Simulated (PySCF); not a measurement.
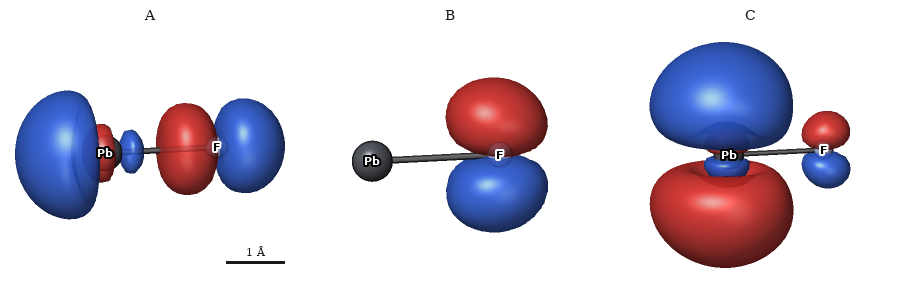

Figure 1: PbF (charge +1). Three frontier orbitals, each drawn at the value that holds 80 % of its norm (red and blue are the two phases), in no order; of a degenerate pair one member is drawn.

Core potentials replace the inner electrons of Pb.

Theory: PBE0/def2-SVPD, non-relativistic Hamiltonian with scalar-relativistic core potentials where named, at a bond length of 2.015 Å in PySCF.

Question: Label each orbital by symmetry, say whether it is occupied, and order them by energy.

Answer: Orbital B: π, occupied, −16.41 eV; mainly on F (90 %).
Orbital A: σ, occupied, −16.21 eV; shared between the atoms (Pb 35 %, F 65 %).
Orbital C: π, empty, −9.15 eV; mainly on Pb (95 %).
